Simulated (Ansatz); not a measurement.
# CH₄BClSi: what the fields show

The calculation's input:

```
crystal:
  periodic: [false, false, false]
  atoms:
    - { symbol: B, position_ang: [-0.80175, 1.51739, -0.15044] }
    - { symbol: Si, position_ang: [-0.30974, -0.33154, -0.08516] }
    - { symbol: C, position_ang: [-1.28601, -1.77942, -0.36318] }
    - { symbol: Cl, position_ang: [1.64691, -0.73439, 0.38173] }
    - { symbol: H, position_ang: [0.00553, 2.332, 0.07712] }
    - { symbol: H, position_ang: [-1.88442, 1.88486, -0.4067] }
    - { symbol: H, position_ang: [-0.90127, -2.78389, -0.30007] }
    - { symbol: H, position_ang: [-2.32958, -1.71626, -0.62019] }
basis:
  gaussian: { orbitals: "6-31G*" }
hamiltonian:
  xc: pbe
relax:
  f_tol: 0.015
  max_steps: 40
output:
  orbitals: {}
```

Launched as:

```sh
ansatz run input.yaml --threads 1 --pin off --max-ram 2048MiB --backend cpu --events-out ev --progress --plain --runs-dir out
```

The fields are those of the relaxed geometry.

These are results of Ansatz, RKS PBE/6-31G*, not measurements.

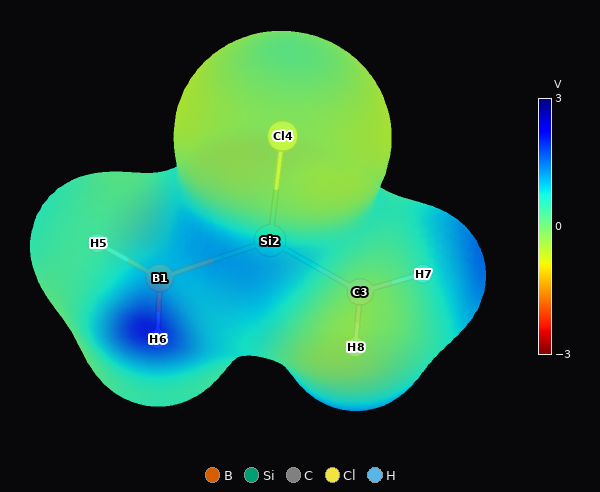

Figure 1. The molecular electrostatic potential painted on the density surface at 0.004 e/bohr³, seen at a tilt; red is negative and blue positive.

> Where is the surface potential most negative and most positive?

The most negative region (about −0.5 V) lies over C3 and Cl4, the most positive (about +2.1 V) over B1. Cl4 shows a σ-hole: about +0.3 V at the tip opposite its bond, against about −0.4 V on its flanks.

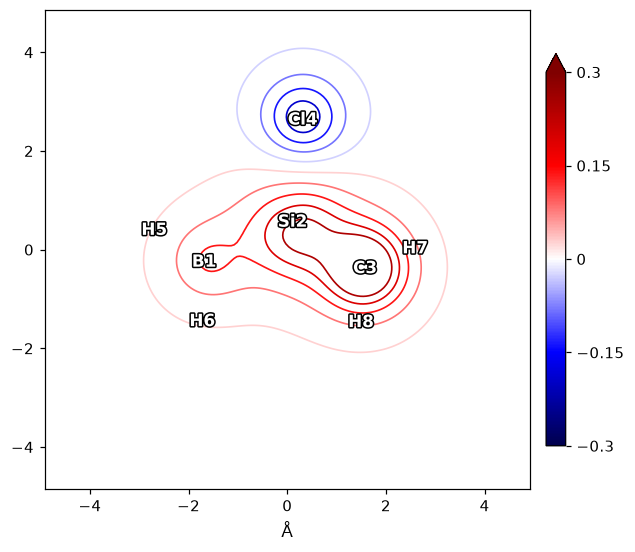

Figure 2. One frontier orbital on a plane 0.8 Å above the molecular plane (values in Å⁻³ᐟ²; the overall sign is arbitrary).

> Which orbital is it: HOMO or LUMO?

The HOMO, at −5.89 eV. By Hirshfeld shares it lies mainly on C3 (about 40 %), Si2 (about 30 %), Cl4 (about 10 %) and B1 (about 10 %); it changes sign across the molecular plane (π type); π-bonding across Si2–C3; π-antibonding (a node) across Si2–Cl4.

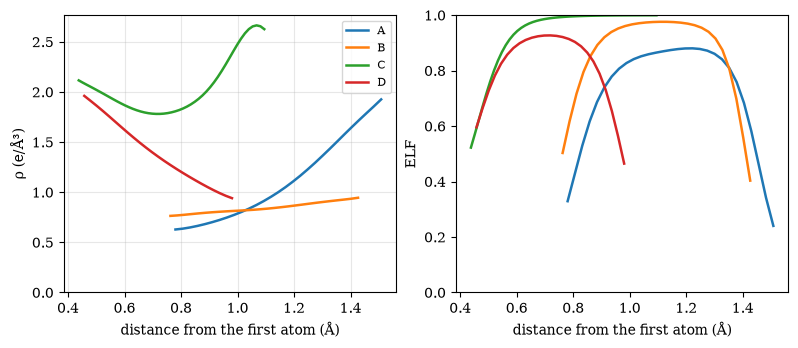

Figure 3. Electron density and ELF along straight lines between neighbouring atoms. The curves leave out the atomic cores.

> Which curve belongs to which contact (C–H, C–Si, Si–B and Si–Cl)? The first atom named is at distance zero.

Curve A: Si–Cl (2.08 Å): the density is about 0.84 e/Å³ at the midpoint; the ELF peaks at about 0.90 between the atoms (a polar covalent bond). Curve B: Si–B (1.97 Å): ρ at the midpoint is about 0.81 e/Å³; the ELF peaks at about 1 between the atoms: localised, covalent bonding. Curve C: C–H (1.09 Å): ρ is about 1.9 e/Å³ halfway; the ELF climbs to about 1 towards the hydrogen, as it does in any bond to H; a covalent bond by its length. Curve D: C–Si (1.74 Å): ρ is about 1.1 e/Å³ halfway; the ELF peaks at about 0.95 between the atoms (a covalent bond).
